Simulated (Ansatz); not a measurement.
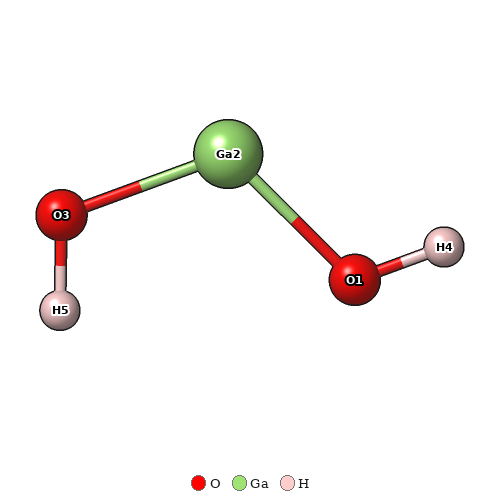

The system is GaH₂O₂, SMILES [OH][Ga][OH], spin multiplicity 2; the picture shows the reference structure. Coordinates scanned: (1) bond length O1–Ga2; (2) angle O3–Ga2–O1. Nothing is relaxed (all other coordinates rigid). The grid has 11 × 11 points. Points are written as (first, second). Energies are in eV, from the lowest grid point. Computed with UKS PBE0-D4/def2-TZVP (Ansatz).

Its coordinates:

```xyz
5

O    -0.3706    0.0217   -1.2751
Ga   -0.3114   -0.7535    0.3531
O     0.6179    0.1550    1.5911
H    -0.8680   -0.4652   -1.9363
H     0.9821    0.9684    1.2258
```

Range: bond length O1–Ga2 from 1.479 to 2.706 Å; angle O3–Ga2–O1 from 90 to 140°.

Predict the map.

The lowest grid point is at (1.848 Å, 115°). No other kind of well shows on this grid. The highest grid point, (1.479 Å, 90°), lies 2.75 eV above the lowest.

```csv
"angle O3–Ga2–O1 ↓, bond length O1–Ga2 →",1.479,1.602,1.725,1.848,1.970,2.093,2.216,2.338,2.461,2.584,2.706
140,2.30,0.83,0.29,0.24,0.43,0.72,1.04,1.33,1.58,1.77,1.92
135,2.22,0.75,0.21,0.16,0.35,0.66,0.99,1.29,1.54,1.75,1.90
130,2.16,0.69,0.14,0.09,0.29,0.60,0.94,1.25,1.51,1.72,1.89
125,2.13,0.65,0.09,0.04,0.25,0.56,0.90,1.22,1.49,1.71,1.87
120,2.12,0.62,0.07,0.01,0.21,0.53,0.88,1.20,1.47,1.69,1.86
115,2.13,0.62,0.06,0.00,0.20,0.52,0.86,1.18,1.46,1.68,1.86
110,2.17,0.65,0.08,0.01,0.20,0.52,0.86,1.18,1.46,1.68,1.86
105,2.24,0.71,0.12,0.04,0.23,0.53,0.87,1.19,1.47,1.69,1.86
100,2.36,0.80,0.19,0.10,0.27,0.57,0.90,1.22,1.49,1.70,1.87
95,2.52,0.94,0.31,0.19,0.35,0.63,0.95,1.26,1.52,1.73,1.89
90,2.75,1.13,0.47,0.33,0.46,0.73,1.03,1.31,1.56,1.76,1.92
```

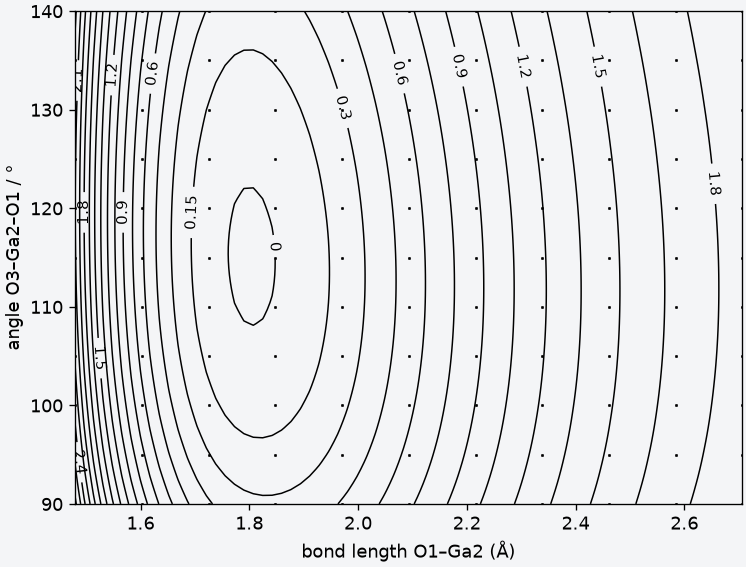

Drawn: contour lines labelled in eV, dots at the grid points. Between grid points the surface is interpolated.

Time for the 121 points that were run: 15 min on 1 thread of Arm Neoverse V1, on a shared host.
